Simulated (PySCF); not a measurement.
**C$_{4}$H$_{7}$F$_{3}$: NMR shielding calculation**

The run: NMR shielding calculation of C$_{4}$H$_{7}$F$_{3}$ (1,1,1-trifluorobutane), SMILES CCCC(F)(F)F. Method and program: GIAO PBE0/pcSseg-1 NMR shielding, non-relativistic, gas phase (PySCF 2.14.0).

The geometry comes from this level: GFN2-xTB, NEB image 4 of 0 to 8. It belongs to a series of runs on one base structure; here: NEB image 4 of 0 to 8. Figures and captions count atoms from 1; the log counts them from 0 in places.

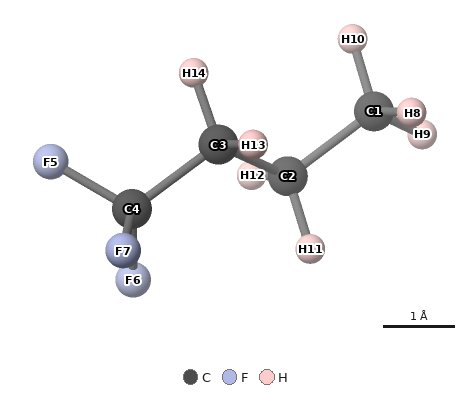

The structure (ball-and-stick view, seen at a tilt; atoms are numbered from 1 in the order of the input). Bond lengths as drawn: C–C 1.52 to 1.53 Å, C–F 1.34 Å and C–H 1.09 Å.

### Results in brief

```csv
quantity,value
outcome,converged
total energy,−455.675610 hartree
HOMO,−9.85 eV
LUMO,1.25 eV
dipole moment,2.52 D
"isotropic shielding, C",51.2 to 171.3 ppm
"isotropic shielding, F",238.6 to 254.7 ppm
"isotropic shielding, H",29.4 to 30.9 ppm
hardware,"1 CPU thread, shared host"
wall time,11 s
peak memory,0.75 GiB
```

### Input file
```
{"job": {"kind": "nmr", "xc": "PBE0", "basis": "pcSseg-1", "pop": false}, "charge": 0, "multiplicity": 1}
C      1.968300    -0.015700    -0.084800
C      0.550400    -0.565000    -0.165400
C     -0.479000     0.565800    -0.127800
C     -1.908500     0.042100    -0.192600
F     -2.578400     0.519800    -1.255600
F     -1.985300    -1.294100    -0.277400
F     -2.628500     0.382600     0.889500
H      2.113800     0.533900     0.842500
H      2.686400    -0.829700    -0.119400
H      2.164800     0.653600    -0.918600
H      0.370700    -1.249700     0.665300
H      0.425900    -1.126900    -1.092500
H     -0.372200     1.149500     0.788700
H     -0.329100     1.233400    -0.978900
```

The first line tells a small driver script what to run in PySCF; the rest is the geometry in Å.

Launched with:
```bash
OMP_NUM_THREADS=1 python <driver script> task.json out
```

### Log
```
coarse grid: 11944 points
cycle   1  E = -455.4748472105  dE =  8.619e-01  |g| = 8.922e-01  |ddm| = 3.091e+00
cycle   2  E = -455.3524215980  dE =  1.224e-01  |g| = 1.292e+00  |ddm| = 1.052e+00
cycle   3  E = -455.6134646618  dE = -2.610e-01  |g| = 6.067e-02  |ddm| = 6.191e-01
cycle   4  E = -455.6140224991  dE = -5.578e-04  |g| = 3.527e-02  |ddm| = 6.460e-02
cycle   5  E = -455.6142989230  dE = -2.764e-04  |g| = 4.403e-03  |ddm| = 2.764e-02
cycle   6  E = -455.6143030610  dE = -4.138e-06  |g| = 1.016e-03  |ddm| = 4.367e-03
final grid: 117248 points
cycle   7  E = -455.6755925984  dE = -5.095e-05  |g| = 8.838e-03  |ddm| = 2.495e-02
cycle   8  E = -455.6755836409  dE =  8.958e-06  |g| = 1.134e-02  |ddm| = 1.391e-02
cycle   9  E = -455.6756103728  dE = -2.673e-05  |g| = 7.948e-04  |ddm| = 7.408e-03
cycle  10  E = -455.6756104670  dE = -9.423e-08  |g| = 2.556e-04  |ddm| = 5.879e-04
cycle  11  E = -455.6756104777  dE = -1.068e-08  |g| = 6.023e-05  |ddm| = 1.707e-04
cycle  12  E = -455.6756104784  dE = -7.308e-10  |g| = 1.192e-05  |ddm| = 5.106e-05
```

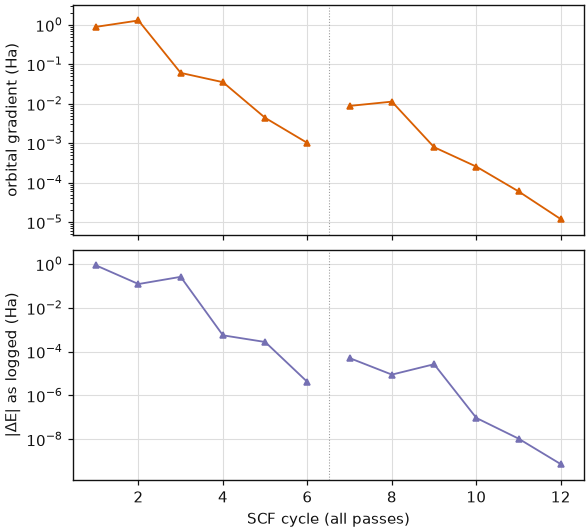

Convergence of the self-consistent field: orbital gradient and size of the energy change against the SCF cycle. The dotted line marks the change from a coarse to the final integration grid. The first 6 cycles use a coarse grid, the final grid takes over at cycle 7, and the field converges after 12 cycles in all.

```
converged SCF energy = -455.6756104784

GIAO shielding tensors (ppm)
atom      isotropic    diamagn.    paramagn.     s11        s22        s33       span
  0 C      171.274     246.259     -74.985    162.261    163.862    187.700     25.439
  1 C      164.989     247.900     -82.912    155.028    165.149    174.789     19.761
  2 C      143.385     252.300    -108.915    121.194    131.869    177.091     55.897
  3 C       51.207     241.257    -190.050     47.069     50.797     55.754      8.686
  4 F      238.645     471.309    -232.665    169.704    206.315    339.915    170.211
  5 F      254.671     474.977    -220.306    174.218    258.281    331.514    157.296
  6 F      239.367     471.965    -232.598    169.934    208.283    339.885    169.951
  7 H       30.839      29.670       1.169     26.499     28.970     37.046     10.547
  8 H       30.337      28.369       1.968     25.636     27.600     37.777     12.141
  9 H       30.854      29.492       1.362     26.510     29.003     37.048     10.538
 10 H       30.026      31.692      -1.666     24.648     30.579     34.850     10.203
 11 H       30.034      31.490      -1.457     24.711     30.529     34.862     10.151
 12 H       29.448      31.570      -2.122     25.134     30.396     32.814      7.680
 13 H       29.429      31.302      -1.873     25.130     30.355     32.802      7.672
```

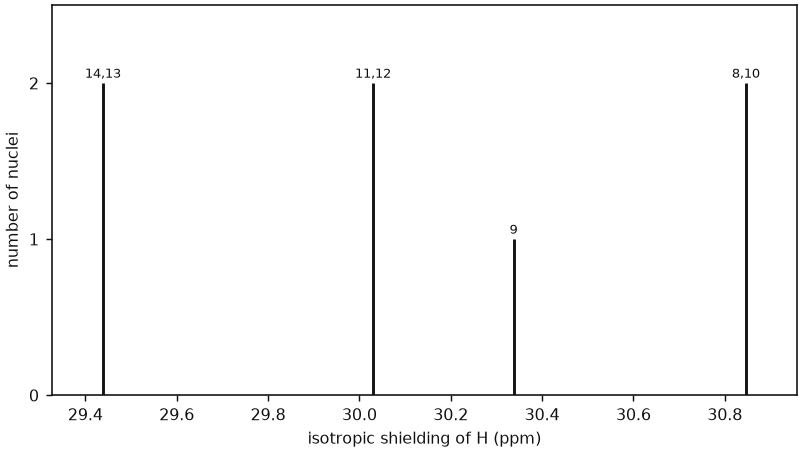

Isotropic shieldings of the hydrogen nuclei in this fixed geometry, labelled by atom number; shielding grows to the right, so chemical shift grows to the left. The least shielded is H14 (29.4 ppm), the most shielded H10 (30.9 ppm).
